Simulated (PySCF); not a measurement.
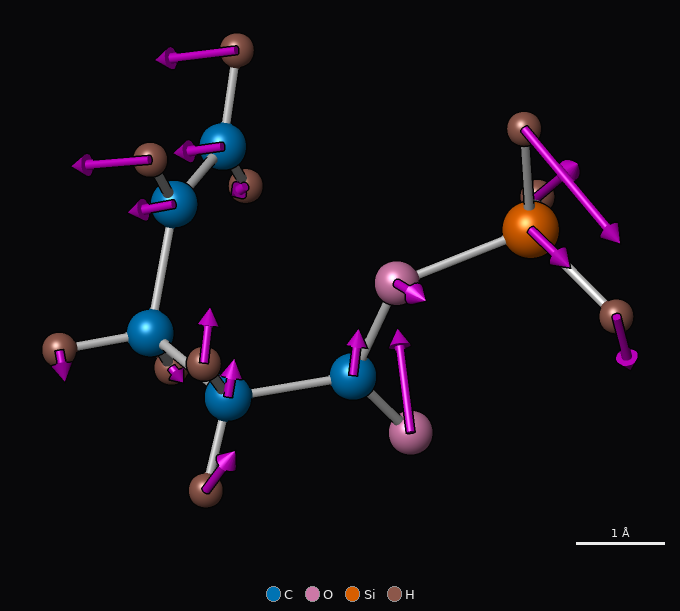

This is a relaxation of C5H10O2Si. The starting structure is drawn; purple arrows show the displacements, at their true length. The two geometries are superimposed by the best rigid fit.

A ball-and-stick model, seen at a tilt.

The start comes from GFN2-xTB. Its atoms were then displaced at random by about 0.01 Å.

These are results of PBE0-D3(BJ)/def2-SVP geometry optimisation, gas phase (PySCF 2.14.0, density-fitted response routines), not measurements. 

Q: Which element moves most?

A: Hydrogen: up to 1.90 Å, against 1.28 Å for oxygen.

Q: What did the optimiser do to the structure, and how much energy did it gain?

A: An H atom moves most after the best rigid fit: 1.90 Å. Largest moves by element: H 1.90 Å, O 1.28 Å, Si 0.74 Å, C 0.70 Å. Near-neighbour distances that change, for instance: C–C 1.584 → 1.526 Å, H–Si 1.436 → 1.486 Å, O–Si 1.672 → 1.721 Å, C–C 1.303 → 1.333 Å. Bond angles that change, for instance: C–O–Si 122.7° → 116.1°, C–C–H 111.8° → 106.1°, O–Si–H 97.1° → 102.6°. Groups turn about C–C by about 65°. The energy falls by 29.3 kJ/mol in 17 geometry steps.
